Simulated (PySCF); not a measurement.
**C$_{4}$H$_{13}$NOSi$_{3}$: density, localisation and related maps**

Input

```
{"job": {"kind": "nmr", "xc": "PBE0", "basis": "pcSseg-1"}, "charge": 0, "multiplicity": 1}
C     -2.589036     0.942533     2.640350
C     -2.203882     0.314296     1.689188
Si    -1.601685    -0.588934     0.173690
N     -2.815035    -0.745726    -1.056062
Si     0.247688     0.446826    -0.795719
C      0.598455     2.107365     0.075035
O     -0.144326     0.965719    -2.310123
Si     2.194140    -0.823352    -0.905114
C      2.509941    -1.624622     0.788226
H     -2.925375     1.479703     3.481401
H     -1.412965    -1.980701     0.617623
H     -3.065810     0.074878    -1.584559
H     -3.649024    -1.274123    -0.852613
H     -0.275381     2.752535     0.083474
H      0.896219     1.946504     1.107202
H      1.398490     2.648532    -0.421359
H     -0.438003     0.364727    -2.987379
H      2.115789    -1.919269    -1.893354
H      3.423412    -0.097841    -1.274638
H      3.391030    -2.258071     0.769566
H      2.664946    -0.872452     1.556558
H      1.670001    -2.239926     1.097758
```

Launched as:

```sh
OMP_NUM_THREADS=1 python probes_run.py task.json out
```

Geometry: GFN2-xTB.

Computed with PBE0/pcSseg-1, SCF density, gas phase, non-relativistic in PySCF 2.14.0.

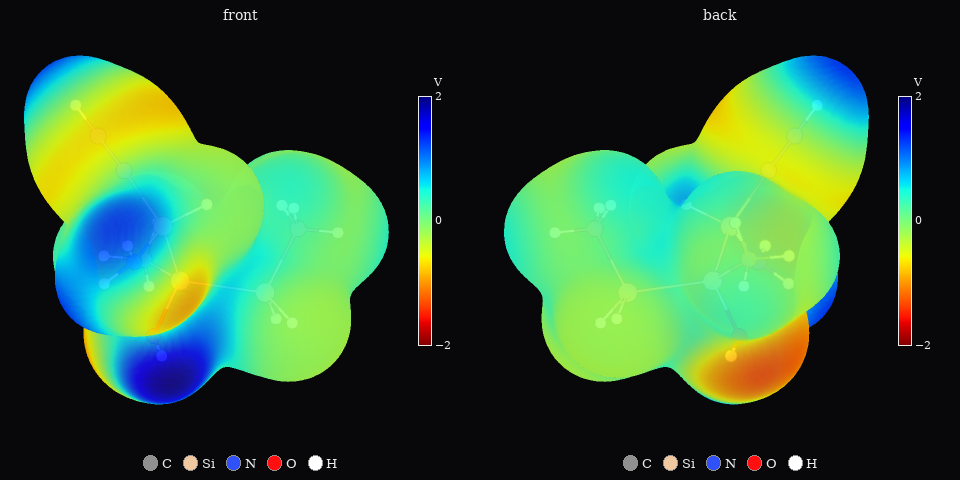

Figure 1. The electrostatic potential painted on the density surface at 0.001 e/bohr³, seen from the front and from behind; the colour scale runs from red (negative) to blue (positive).

> Describe the electrostatic potential map.

The most negative region (about −1.2 V) lies over O7, the most positive (about +1.8 V) over H17. O7 is the likeliest acceptor of a hydrogen bond.

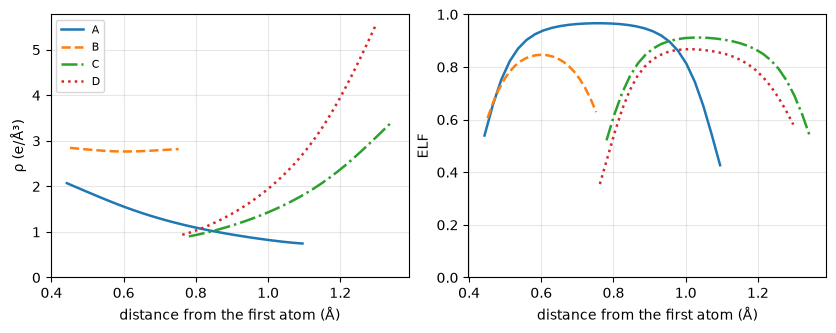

Figure 2. Electron density and ELF along straight lines between neighbouring atoms. The curves leave out the atomic cores.

> Which curve belongs to which contact (C–C, C–Si, Si–N and Si–O)? The first atom named is at distance zero.

Curve A: C–Si (1.86 Å): ρ is about 0.9 e/Å³ halfway; the ELF peaks at about 0.95 between the atoms: localised, covalent bonding. Curve B: C–C (1.20 Å): ρ is about 2.8 e/Å³ halfway; the ELF peaks at about 0.85 between the atoms: a multiple bond. Curve C: Si–N (1.73 Å): ρ is about 1.1 e/Å³ halfway; the ELF peaks at about 0.90 between the atoms, as expected for a polar covalent bond. Curve D: Si–O (1.65 Å): ρ is about 1.1 e/Å³ halfway; the ELF peaks at about 0.85 between the atoms, as expected for a polar covalent bond.
